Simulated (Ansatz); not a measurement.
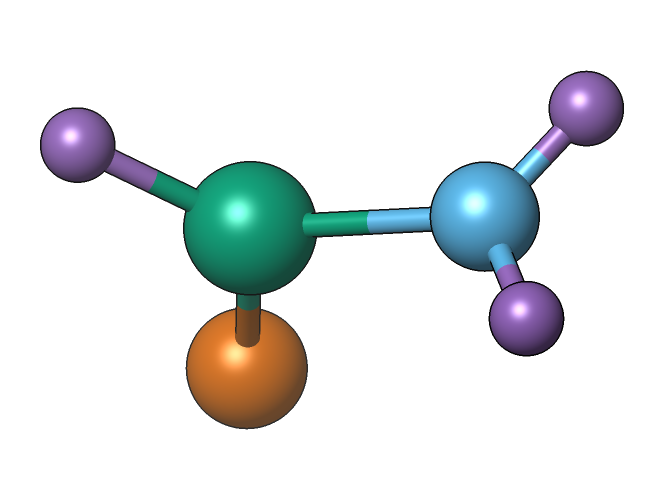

Rendered structure (ball-and-stick style). Colours: boron blue, aluminium teal, chlorine orange, hydrogen purple.

> Give the formula.

AlBClH₃, 6 atoms: 1 aluminium, 1 boron, 1 chlorine and 3 hydrogen.

> How many bonds of each kind are drawn?

2 B–H, 1 Al–B, 1 Al–Cl, 1 Al–H. Sticks follow a distance rule.

> What is the point group of this geometry?

Cs.

> How many sets of symmetry-equivalent atoms are there?

5: 1 B, 1 Al, 1 Cl, 2 H, 1 H.

More results for the same structure follow; atom numbers are the same in all pictures, views and colours differ. The geometry was computed by an optimisation with PBE0-D4/def2-TZVP. No frequency run is at hand to confirm it as a minimum.

## Shape

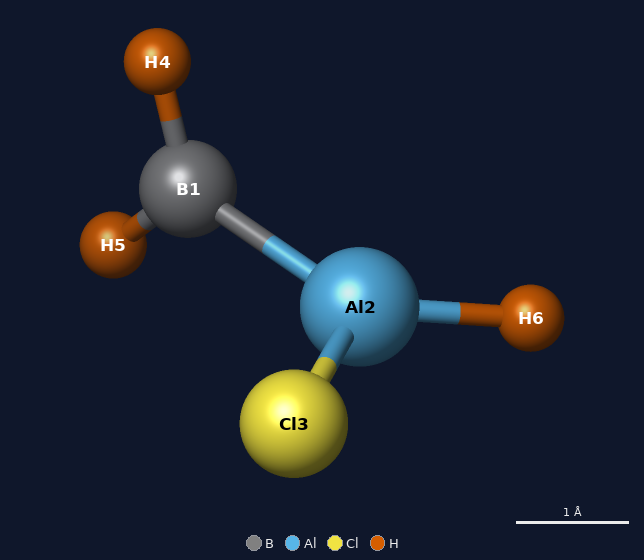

No frequency run is at hand to confirm it as a minimum.

Which atoms are bonded, and how long are the bonds?

```tsv
bond	length (Å)
B1–Al2	2.114
B1–H4	1.198
B1–H5	1.198
Al2–Cl3	2.111
Al2–H6	1.584
```

## Dipole moment

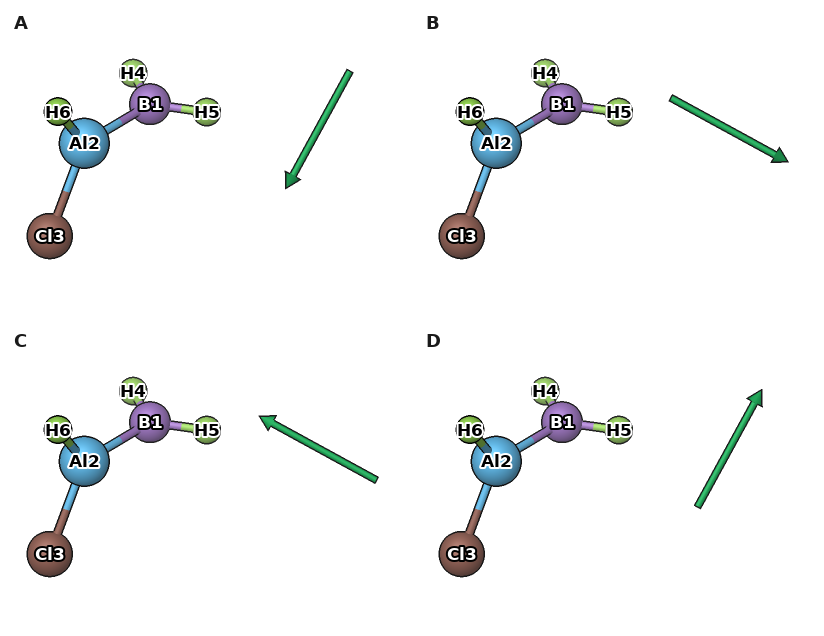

The same molecule four times, each with an arrow. No frequency run is at hand to confirm it as a minimum. Level of theory: RKS PBE0-D4/def2-TZVP (Ansatz 0.2.0).

> Which arrow points along the dipole moment, from the negative to the positive end?

D. The dipole moment is 1.66 D; it points from the side of Cl3 to the side of H4, H5 (the outermost atoms at the two ends).

## Charges

The questions are on Mulliken charges. No frequency run is at hand to confirm it as a minimum. Properties computed with RKS PBE0-D4/def2-TZVP (Ansatz 0.2.0).

> Which atom carries the highest charge (most positive or least negative)?

Al2 (0.42 e).

> And the lowest?

Cl3 (−0.28 e).

List the Mulliken charges.

```csv
atom,value (e)
B1,−0.14
Al2,0.42
Cl3,−0.28
H4,0.04
H5,0.04
H6,−0.09
```

## Electronic properties

No frequency run is at hand to confirm it as a minimum. Method: RKS PBE0-D4/def2-TZVPP (Ansatz 0.2.0).

> Give the HOMO–LUMO gap at this level.

5.09 eV.

> What is the HOMO energy (Kohn–Sham orbital)?

−7.75 eV.

Mulliken values depend strongly on the basis set and can even reverse the polarity of a bond.
